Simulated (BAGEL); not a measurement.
# CH5GaO (SMILES C[O][GaH2]): HF/6-31G(d) (density fitting with qzvpp-jkfit, spherical functions)

Aim: the energy change on altering one bond length of CH5GaO at HF/6-31G* (density fitting with qzvpp-jkfit, spherical functions), from 2 runs. 

The results are computed with BAGEL 1.2.2.

6 further runs of the same task are left out: 6 that didn't finish. Runs told in other sessions of the task aren't counted.

### 1 Starting point

The species is CH5GaO (8 atoms), meant as a singlet with charge 0. As SMILES, `C[O][GaH2]`. The coordinates come from a PBE0-D4/def2-TZVP relaxation.

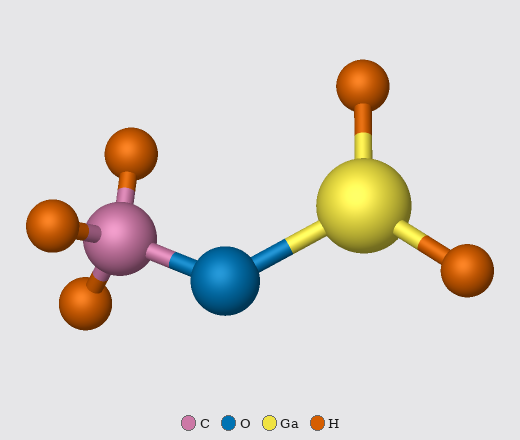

The structure, seen from a chosen angle (carbon pink, oxygen blue, gallium yellow, hydrogen orange).

### 2 A single-point energy at HF/6-31G(d) (density fitting with qzvpp-jkfit, spherical functions)

File job.json:

```json
{ "bagel" : [

{
  "title" : "molecule",
  "basis" : "6-31gs.json",
  "df_basis" : "qzvpp-jkfit",
  "angstrom" : "true",
  "geometry" : [
    { "atom" : "C", "xyz" : [      -0.616800,       0.972600,      -0.422900 ] },
    { "atom" : "O", "xyz" : [      -0.705300,      -0.273500,       0.213500 ] },
    { "atom" : "Ga", "xyz" : [       0.703200,      -1.302000,       0.579300 ] },
    { "atom" : "H", "xyz" : [      -1.200200,       0.962000,      -1.350600 ] },
    { "atom" : "H", "xyz" : [       0.414200,       1.256200,      -0.676600 ] },
    { "atom" : "H", "xyz" : [      -1.030600,       1.754200,       0.224300 ] },
    { "atom" : "H", "xyz" : [       2.093900,      -0.732800,       0.142900 ] },
    { "atom" : "H", "xyz" : [       0.341700,      -2.636700,       1.290100 ] }
  ]
},

{
  "title" : "hf"
},

{
  "title" : "print",
  "file" : "orbitals.molden",
  "orbitals" : "true"
}

]}
```

The basis set 6-31G* is read from a file made from the Basis Set Exchange's data (not shown).

Run with:

```sh
$ BAGEL_NUM_THREADS=1 BAGEL job.json > job.out
```

Output:

```text
* using 1 threads per process

  ===============================================================
  ===============================================================

  *** Geometry ***

  { "atom" : "C", "xyz" : [     -1.165583,      1.837948,     -0.799165 ] },
  { "atom" : "O", "xyz" : [     -1.332824,     -0.516840,      0.403457 ] },
  { "atom" : "Ga", "xyz" : [      1.328855,     -2.460423,      1.094718 ] },
  { "atom" : "H", "xyz" : [     -2.268049,      1.817917,     -2.552264 ] },
  { "atom" : "H", "xyz" : [      0.782725,      2.373874,     -1.278589 ] },
  { "atom" : "H", "xyz" : [     -1.947552,      3.314958,      0.423866 ] },
  { "atom" : "H", "xyz" : [      3.956898,     -1.384791,      0.270042 ] },
  { "atom" : "H", "xyz" : [      0.645719,     -4.982641,      2.437936 ] },

  Number of auxiliary basis functions:      508

  Since a DF basis is specified, we compute 2- and 3-index integrals:
    o Being stored without compression. Storage requirement is 0.020 GB

  Number of basis functions:       70
  Number of electrons      :       50

    * METHOD: MOLECULE                             0.22

  *** RHF ***

  === Nuclear Repulsion ===
   184.2549386768

      * DIIS with orbital gradients will be used.

  === RHF iteration (6-31gs.json) ===
      0      -2038.41297547          0.02141191           0.06
      1      -2038.50111303          0.01690059           0.05
      2      -2038.59160612          0.00153138           0.05
      3      -2038.59294211          0.00028216           0.05
      4      -2038.59297850          0.00007609           0.05
      5      -2038.59298148          0.00001364           0.05
      6      -2038.59298163          0.00000498           0.05
      7      -2038.59298164          0.00000209           0.05
      8      -2038.59298165          0.00000063           0.05
      9      -2038.59298165          0.00000029           0.05
     10      -2038.59298165          0.00000007           0.05
     11      -2038.59298165          0.00000003           0.05
     12      -2038.59298165          0.00000001           0.05
     13      -2038.59298165          0.00000000           0.05
    * SCF iteration converged.

    * Permanent dipole moment:
           (   -0.571191,    -0.078247,     0.100867) a.u.

    * METHOD: HF                                   0.89

    * METHOD: PRINT                                0.02

  ===============================================================
```

It took 1.3 s on 1 thread of AMD EPYC 9B14 (Zen 4), shared host.

### 3 The distorted shape at the same level

File hf.json:

```json
{ "bagel" : [

{
  "title" : "molecule",
  "basis" : "6-31gs.json",
  "df_basis" : "qzvpp-jkfit",
  "angstrom" : "true",
  "geometry" : [
    { "atom" : "C", "xyz" : [      -0.441795,       0.975780,      -0.144614 ] },
    { "atom" : "O", "xyz" : [      -0.530295,      -0.270320,       0.491786 ] },
    { "atom" : "Ga", "xyz" : [       0.878205,      -1.298820,       0.857586 ] },
    { "atom" : "H", "xyz" : [      -1.200200,       0.962000,      -1.350600 ] },
    { "atom" : "H", "xyz" : [       0.589205,       1.259380,      -0.398314 ] },
    { "atom" : "H", "xyz" : [      -0.855595,       1.757380,       0.502586 ] },
    { "atom" : "H", "xyz" : [       2.268905,      -0.729620,       0.421186 ] },
    { "atom" : "H", "xyz" : [       0.516705,      -2.633520,       1.568386 ] }
  ]
},

{
  "title" : "hf"
},

{
  "title" : "print",
  "file" : "orbitals.molden",
  "orbitals" : "true"
}

]}
```

The basis set 6-31G* is read from a file made from the Basis Set Exchange's data (not shown).

Run with:

```sh
$ BAGEL_NUM_THREADS=1 BAGEL hf.json > hf.out
```

Output:

```text
* using 1 threads per process

  ===============================================================
  ===============================================================

  *** Geometry ***

  { "atom" : "C", "xyz" : [     -0.834872,      1.843957,     -0.273281 ] },
  { "atom" : "O", "xyz" : [     -1.002112,     -0.510831,      0.929341 ] },
  { "atom" : "Ga", "xyz" : [      1.659567,     -2.454414,      1.620603 ] },
  { "atom" : "H", "xyz" : [     -2.268049,      1.817917,     -2.552264 ] },
  { "atom" : "H", "xyz" : [      1.113436,      2.379883,     -0.752704 ] },
  { "atom" : "H", "xyz" : [     -1.616840,      3.320967,      0.949750 ] },
  { "atom" : "H", "xyz" : [      4.287609,     -1.378782,      0.795926 ] },
  { "atom" : "H", "xyz" : [      0.976431,     -4.976632,      2.963820 ] },

  Number of auxiliary basis functions:      508

  Since a DF basis is specified, we compute 2- and 3-index integrals:
    o Being stored without compression. Storage requirement is 0.020 GB

  Number of basis functions:       70
  Number of electrons      :       50

    * METHOD: MOLECULE                             0.23

  *** RHF ***

  === Nuclear Repulsion ===
   182.9524921872

      * DIIS with orbital gradients will be used.

  === RHF iteration (6-31gs.json) ===
      0      -2038.37036356          0.02145006           0.06
      1      -2038.45605202          0.01711631           0.05
      2      -2038.54953577          0.00153471           0.05
      3      -2038.55094159          0.00026444           0.05
      4      -2038.55097539          0.00008648           0.05
      5      -2038.55097903          0.00001865           0.05
      6      -2038.55097931          0.00000757           0.05
      7      -2038.55097934          0.00000264           0.05
      8      -2038.55097934          0.00000079           0.05
      9      -2038.55097934          0.00000043           0.05
     10      -2038.55097934          0.00000011           0.05
     11      -2038.55097934          0.00000004           0.05
     12      -2038.55097934          0.00000002           0.05
     13      -2038.55097934          0.00000001           0.05
    * SCF iteration converged.

    * Permanent dipole moment:
           (   -0.704857,    -0.024438,    -0.097137) a.u.

    * METHOD: HF                                   0.86

    * METHOD: PRINT                                0.02

  ===============================================================
```

Run time: 1.3 s. Hardware: 1 thread of AMD EPYC 9B14 (Zen 4), shared host.

### 4 What came out

At HF/6-31G* (density fitting with qzvpp-jkfit, spherical functions):

```
                                                         quantity           value
                                        first shape: total energy  -2038.59298 Eh
                                       first shape: dipole moment          1.49 D
                                         first shape: HOMO energy       -11.52 eV
                                         first shape: LUMO energy         1.40 eV
                                       first shape: HOMO–LUMO gap        12.92 eV
                                    distorted shape: total energy  -2038.55098 Eh
                                   distorted shape: dipole moment          1.81 D
                                     distorted shape: HOMO energy       -10.92 eV
                                     distorted shape: LUMO energy         1.31 eV
                                   distorted shape: HOMO–LUMO gap        12.23 eV
energy change with the C1–H4 bond stretched from 1.096 to 1.425 Å        1.143 eV
```

In words: With the C1–H4 bond stretched from 1.096 to 1.425 Å the energy rises by 1.14 eV (110 kJ/mol). The first shape isn't relaxed at this level, so the change isn't measured from a minimum.
